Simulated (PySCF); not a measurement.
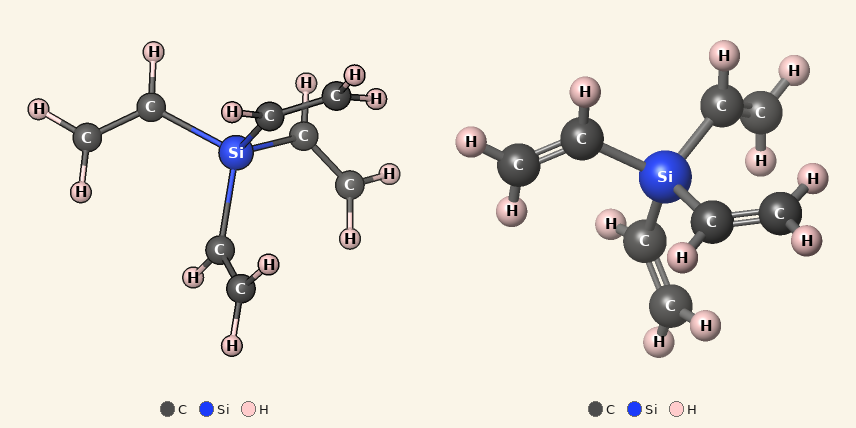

Both panels show the same species.

The geometry was computed by an optimisation with PBE0-D3(BJ)/def2-SVP. No frequency run is at hand to confirm it as a minimum.

What does the picture show?

Formula C₈H₁₂Si. SMILES: `C=C[Si](C=C)(C=C)C=C`. It has no ring. Among its groups: alkene. Coordination: 8 C trigonal planar; 1 Si tetrahedral.

More results for the same structure follow; atom numbers are the same in all pictures, views and colours differ.

**Electronic properties**

No frequency run is at hand to confirm it as a minimum. Method: CAM-B3LYP/def2-SVPD, gas phase (PySCF 2.14.0). Excitations: vertical, linear response.

**What is the HOMO energy (Kohn–Sham orbital)?**

−8.96 eV.

**Estimate the dipole moment.**

0.22 D.

**What is the lowest vertical singlet excitation?**

6.26 eV.

**Estimate the LUMO energy (Kohn–Sham orbital).**

0.40 eV.

**NMR shielding**

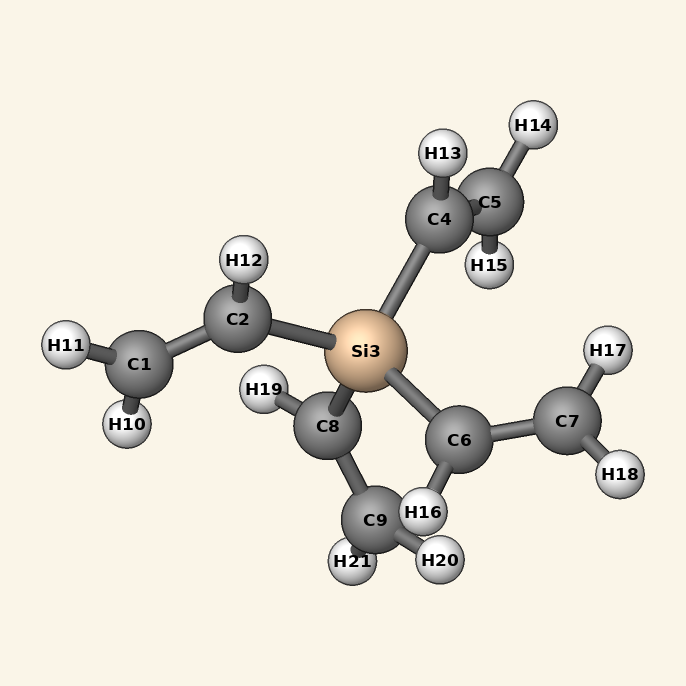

No frequency run is at hand to confirm it as a minimum. Level of theory: GIAO KT2/pcSseg-1 NMR shielding, non-relativistic, gas phase (PySCF 2.14.0). Principal shieldings σ11 ≤ σ22 ≤ σ33, span Ω = σ33 − σ11, skew κ = 3(σiso − σ22)/Ω.

Give the shielding tensors of the C atoms.

| atom | σ11 | σ22 | σ33 | σiso | Ω | κ |
| --- | --- | --- | --- | --- | --- | --- |
| C1 | −60.5 | 52.1 | 159.3 | 50.3 | 219.8 | −0.02 |
| C2 | −56.9 | 39.4 | 166.3 | 49.6 | 223.2 | 0.14 |
| C4 | −50.9 | 40.3 | 168.6 | 52.7 | 219.5 | 0.17 |
| C5 | −66.2 | 47.5 | 160.8 | 47.4 | 227.0 | 0.00 |
| C6 | −52.7 | 40.0 | 165.3 | 50.9 | 218.0 | 0.15 |
| C7 | −66.6 | 45.0 | 161.2 | 46.5 | 227.8 | 0.02 |
| C8 | −49.8 | 38.4 | 170.0 | 52.9 | 219.8 | 0.20 |
| C9 | −72.0 | 44.6 | 160.6 | 44.4 | 232.7 | 0.00 |

Shieldings and span in ppm.

**Core levels**

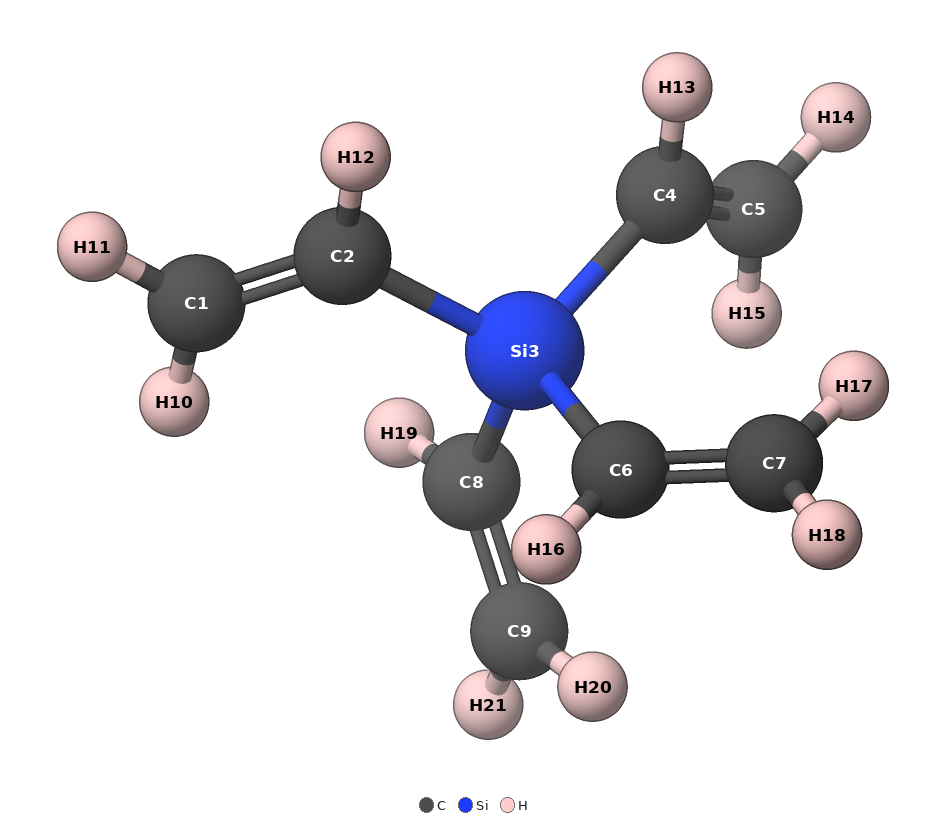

No frequency run is at hand to confirm it as a minimum. Method: delta-SCF UKS SCAN, pcX-2 on the ionised atom, pcseg-1 elsewhere, spin-free X2C (PySCF 2.14.0).

Give the core-electron binding energies (to vacuum; p and d levels without spin–orbit splitting) of C1 1s, C2 1s, Si3 1s, Si3 2p.

```tsv
atom	level	binding energy (eV)
C1	1s	290.1
C2	1s	289.7
Si3	1s	1845.7
Si3	2p	106.0
```
